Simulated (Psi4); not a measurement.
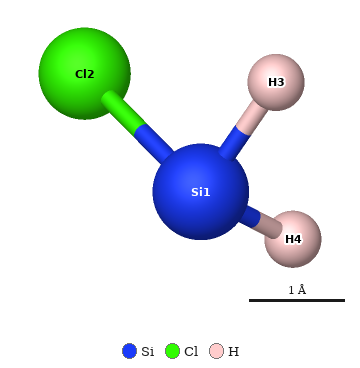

Fig. 1: The input geometry (ball-and-stick view, seen at a tilt; atoms are numbered from 1 in the order of the input).

## Property calculation, with input and output: SiH2Cl (charge −1)

SiH2Cl, charge −1, SMILES [SiH2-]Cl, computed with BMK/cc-pVTZ-F12, RKS, ZORA (Psi4 1.11).

The geometry comes from this level: GFN2-xTB.

**Output**
```
Psi4 1.11 release

Relativistic analytic gradients are not implemented yet, re-routing to finite differences.

   => Loading Basis Set <=

    Name: CC-PVTZ-F12
    Role: ORBITAL
    Keyword: BASIS

         ---------------------------------------------------------
                                   SCF
                              RKS Reference
                        1 Threads,   1525 MiB Core
         ---------------------------------------------------------

  ==> Geometry <==

    Molecular point group: c1
    Full point group: C1

    Geometry (in Angstrom), charge = -1, multiplicity = 1:

       Center              X                  Y                   Z               Mass
    ------------   -----------------  -----------------  -----------------  -----------------
         SI          -1.159497897425     0.316233314501    -0.256410966636    27.976926534650
         CL           1.000502102575    -0.237476685499     0.264199033364    34.968852682000
         H           -1.642677897425    -1.092576685499    -0.344950966636     1.007825032230
         H           -0.884767897425     0.553843314501    -1.704160966636     1.007825032230

  Running in c1 symmetry.

  Rotational constants: A =      3.90875  B =      0.19344  C =      0.19155 [cm^-1]
  Rotational constants: A = 117181.38080  B =   5799.06335  C =   5742.40283 [MHz]
  Nuclear repulsion =   71.497305364403658

  Charge       = -1
  Multiplicity = 1
  Electrons    = 34
  Nalpha       = 17
  Nbeta        = 17

  ==> Algorithm <==

  SCF Algorithm Type is PK.
  DIIS enabled.
  MOM disabled.
  Fractional occupation disabled.
  Guess Type is SAD.
  Energy threshold   = 1.00e-06
  Density threshold  = 1.00e-06
  Integral threshold = 1.00e-12

  ==> Primary Basis <==

  Basis Set: CC-PVTZ-F12
    Blend: CC-PVTZ-F12
    Number of shells: 56
    Number of basis functions: 160
    Number of Cartesian functions: 182
    Spherical Harmonics?: true
    Max angular momentum: 3

  ==> DFT Potential <==

   => LibXC <=

    Version 7.1.2

   => Composite Functional: BMK <=

    BMK Hybrid Meta-GGA XC Functional for kinetics

    Deriv               =              1
    GGA                 =           TRUE
    Meta                =           TRUE

    Exchange Hybrid     =           TRUE
    MP2 Hybrid          =          FALSE

   => Exchange Functionals <=

    1.0000   XC_HYB_MGGA_X_BMK

   => Exact (HF) Exchange <=

    0.4200               HF

   => Correlation Functionals <=

    1.0000     XC_GGA_C_BMK

   => LibXC Density Thresholds  <==

    XC_GGA_C_BMK:  1.00E-14
    XC_HYB_MGGA_X_BMK:  1.00E-15

   => Molecular Quadrature <=

    Radial Scheme          =       TREUTLER
    Pruning Scheme         =           NONE
    Nuclear Scheme         =       TREUTLER

    Blocking Scheme        =         OCTREE
    BS radius alpha        =              1
    Pruning alpha          =              1
    Radial Points          =             75
    Spherical Points       =            302
    Total Points           =          88730
    Total Blocks           =            733
    Max Points             =            256
    Max Functions          =            160
    Weights Tolerance      =       1.00E-15

  ==> Integral Setup <==

  Using integral reordering PK algorithm.
  Sizing the integral batches needed.
  Building batch lookup table.
   Calculation information:
      Number of atoms:                   4
      Number of AO shells:              56
      Number of primitives:            160
      Number of atomic orbitals:       182
      Number of basis functions:       160

      Integral cutoff                 1.00e-12
      Number of threads:                 1

	Batch   1 pq = [       0,   12880] index = [             0,82953640] size =     82953640
  Task number: 3
  Buffer size: 30375000
  Buffer per thread: 2
  We computed 1287967 shell quartets total.
  Whereas there are 1274406 unique shell quartets.
     1.06 percent of shell quartets recomputed by reordering.

  ==> DiskJK: Disk-Based J/K Matrices <==

    J tasked:                  Yes
    K tasked:                  Yes
    wK tasked:                  No
    Memory [MiB]:             1029
    Schwarz Cutoff:          1E-12

  Cached 12.6% of DFT collocation blocks in 0.100 [GiB].

 OEINTS: Using relativistic (ZORA) kinetic integrals.

        ____  ____  ___  ___
       /_  / / __ \/ _ \/ _ |
        / /_/ /_/ / , _/ __ |
       /___/\____/_/|_/_/ |_|
      ========================

  ==> ZORA Details <==
    Total number of grid points: 990648
    Total number of batches: 6757
    Using 1 thread(s)

  Minimum eigenvalue in the overlap matrix is 2.1243799633E-04.
  Reciprocal condition number of the overlap matrix is 2.9379194733E-05.
    Using symmetric orthogonalization.

  ==> Pre-Iterations <==

  SCF Guess: Superposition of Atomic Densities via on-the-fly atomic UHF (no occupation information).

   -------------------------
    Irrep   Nso     Nmo
   -------------------------
     A        160     160
   -------------------------
    Total     160     160
   -------------------------

  ==> Iterations <==

                        Total Energy        Delta E     RMS |[F,P]|

   @RKS iter SAD:  -753.27764049433586   -7.53278e+02   0.00000e+00
   @RKS iter   1:  -753.74581472301611   -4.68174e-01   3.00650e-03 DIIS/ADIIS
   @RKS iter   2:  -753.79623153573323   -5.04168e-02   2.09710e-03 DIIS/ADIIS
   @RKS iter   3:  -753.83642277216040   -4.01912e-02   2.76568e-04 DIIS/ADIIS
   @RKS iter   4:  -753.83724384028221   -8.21068e-04   5.26418e-05 DIIS
   @RKS iter   5:  -753.83728964690454   -4.58066e-05   1.17114e-05 DIIS
   @RKS iter   6:  -753.83729124824504   -1.60134e-06   3.25587e-06 DIIS
   @RKS iter   7:  -753.83729134570285   -9.74578e-08   9.25704e-07 DIIS
  Energy and wave function converged.

  ==> Post-Iterations <==

   Electrons on quadrature grid:
      Ntotal   =   34.0000007714 ; deviation = 7.714e-07

    Orbital Energies [Eh]
    ---------------------

    Doubly Occupied:

       1A   -103.035796     2A    -67.008701     3A     -9.535357
       4A     -7.174193     5A     -7.171185     6A     -7.170938
       7A     -5.276105     8A     -3.557177     9A     -3.553866
      10A     -3.551640    11A     -0.664705    12A     -0.358240
      13A     -0.193350    14A     -0.190721    15A     -0.159684
      16A     -0.136856    17A     -0.033059

    Virtual:

      18A      0.135542    19A      0.142893    20A      0.148786
      21A      0.157587    22A      0.206760    23A      0.214586
      24A      0.231926    25A      0.236535    26A      0.247780
      27A      0.312479    28A      0.324410    29A      0.368566
      30A      0.371558    31A      0.389971    32A      0.397476
      33A      0.399637    34A      0.423606    35A      0.451426
      36A      0.461327    37A      0.521690    38A      0.547430
      39A      0.568114    40A      0.570483    41A      0.575812
      42A      0.594632    43A      0.641787    44A      0.642847
      45A      0.672553    46A      0.711518    47A      0.724177
      48A      0.768949    49A      0.788492    50A      0.806417
      51A      0.829733    52A      0.874010    53A      0.919541
      54A      0.931953    55A      0.964092    56A      0.997586
      57A      0.998154    58A      1.032899    59A      1.080221
      60A      1.104906    61A      1.119098    62A      1.146138
      63A      1.153563    64A      1.157432    65A      1.195565
      66A      1.199590    67A      1.220257    68A      1.317432
      69A      1.344791    70A      1.359584    71A      1.385829
      72A      1.396555    73A      1.410609    74A      1.414371
      75A      1.433356    76A      1.488919    77A      1.556370
      78A      1.564246    79A      1.609511    80A      1.705422
      81A      1.725890    82A      1.753564    83A      1.778926
      84A      1.783940    85A      1.821030    86A      1.845284
      87A      1.892497    88A      1.911206    89A      1.946673
      90A      1.999618    91A      2.006219    92A      2.065276
      93A      2.094299    94A      2.107002    95A      2.195453
      96A      2.208893    97A      2.269393    98A      2.289755
      99A      2.354500   100A      2.385885   101A      2.442047
     102A      2.545905   103A      2.620167   104A      2.627144
     105A      2.707874   106A      2.711450   107A      2.732971
     108A      2.784428   109A      2.819680   110A      2.970685
     111A      3.034245   112A      3.045138   113A      3.112831
     114A      3.169107   115A      3.224907   116A      3.276878
     117A      3.422936   118A      3.438132   119A      3.492244
     120A      3.512099   121A      3.539802   122A      3.549001
     123A      3.588691   124A      4.072844   125A      4.218130
     126A      4.585338   127A      4.733900   128A      4.747375
     129A      4.887160   130A      4.905819   131A      5.005594
     132A      5.368537   133A      5.446645   134A      5.455908
     135A      5.514359   136A      5.875340   137A      5.895280
     138A      6.033750   139A      6.068160   140A      6.456955
     141A      7.942632   142A      8.072109   143A      9.637393
     144A      9.658164   145A      9.659970   146A      9.832943
     147A      9.852694   148A     10.560154   149A     18.167410
     150A     18.206803   151A     18.293758   152A     21.744784
     153A     21.750218   154A     21.817770   155A     21.826484
     156A     21.866365   157A     22.830089   158A     27.517146
     159A     27.525677   160A     27.850500

    Final Occupation by Irrep:
              A
    DOCC [    17 ]
    NA   [    17 ]
    NB   [    17 ]

  @RKS Final Energy:  -753.83729134570285

   => Energetics <=

    Nuclear Repulsion Energy =             71.4973053644036582
    One-Electron Energy =               -1191.3217260140515918
    Two-Electron Energy =                 395.4187947225166226
    DFT Exchange-Correlation Energy =     -29.4316654185715478
    Empirical Dispersion Energy =           0.0000000000000000
    VV10 Nonlocal Energy =                  0.0000000000000000
    Total Energy =                       -753.8372913457028517

Computation Completed

Properties will be evaluated at   0.000000,   0.000000,   0.000000 [a0]

Properties computed using the SCF density matrix

 Multipole Moments:

 ------------------------------------------------------------------------------------
     Multipole            Electronic (a.u.)      Nuclear  (a.u.)        Total (a.u.)
 ------------------------------------------------------------------------------------

 L = 1.  Multiply by 2.5417464519 to convert [e a0] to [Debye]
 Dipole X            :          3.9853116           -3.3105746            0.6747370
 Dipole Y            :         -0.0088065           -0.2807578           -0.2895642
 Dipole Z            :          2.1921121           -2.1684265            0.0236856
 Magnitude           :                                                    0.7346281

 ------------------------------------------------------------------------------------

	total time  =         58 seconds =       0.97 minutes

Properties will be evaluated at   0.000000,   0.000000,   0.000000 [a0]
OEProp: No title given, name of density matrix used for the following properties is 'SCF density'

 Electrostatic potentials at the nuclear coordinates:
 ---------------------------------------------
   Center     Electrostatic Potential (a.u.)
 ---------------------------------------------
    1 SI           -49.519240757764
    2 CL           -64.722054760484
    3  H            -1.339294780149
    4  H            -1.339433889594
 ---------------------------------------------
  Mulliken Charges: (a.u.)
   Center  Symbol    Alpha    Beta     Spin     Total
       1    SI     7.09350  7.09350  0.00000 -0.18701
       2    CL     8.76943  8.76943  0.00000 -0.53886
       3     H     0.56858  0.56858  0.00000 -0.13717
       4     H     0.56849  0.56849  0.00000 -0.13697

   Total alpha = 17.00000, Total beta = 17.00000, Total charge = -1.00000

    Psi4 run time: 0:00:58.70
```

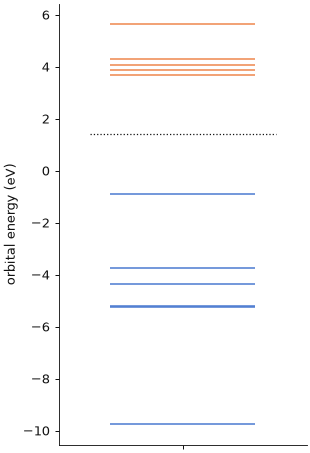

Fig. 2: Orbital energies near the frontier; the dotted line parts filled from empty levels, and levels within 0.02 eV of each other stand side by side. Highest filled −0.90 eV, lowest empty 3.69 eV, 4.59 eV apart.

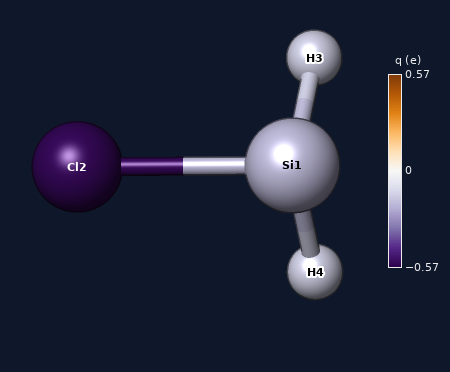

Fig. 3: Mulliken charges, as the colour of each atom (ball-and-stick view, seen at a tilt; atoms are numbered from 1 in the order of the input). By element: Si −0.19, Cl −0.54 and H −0.14 e.

This output came from the following input.

**Input file (clh2si.dat)**
```
memory 1.6 GB

molecule m {
  -1 1
  Si    -0.487890     0.431230     0.253920
  Cl     1.672110    -0.122480     0.774530
  H     -0.971070    -0.977580     0.165380
  H     -0.213160     0.668840    -1.193830
  symmetry c1
}

set basis cc-pVTZ-F12
set scf_type pk
set relativistic zora

result, w = energy('bmk', return_wfn=True)
oeprop(w, 'ESP_AT_NUCLEI', 'MULLIKEN_CHARGES')
```

Launch command:
```bash
psi4 -n 1 clh2si.dat clh2si.out
```

**Results in brief**

```json
{"quantity": "outcome", "value": "converged"}
{"quantity": "total energy", "value": "−753.837291 hartree"}
{"quantity": "basis functions", "value": "160"}
{"quantity": "HOMO", "value": "−0.90 eV"}
{"quantity": "LUMO", "value": "3.69 eV"}
{"quantity": "hardware", "value": "1 thread of Intel Xeon (Sapphire Rapids), 16 GiB of memory available, shared host"}
{"quantity": "wall time", "value": "60 s"}
{"quantity": "peak memory", "value": "1.5 GiB"}
```
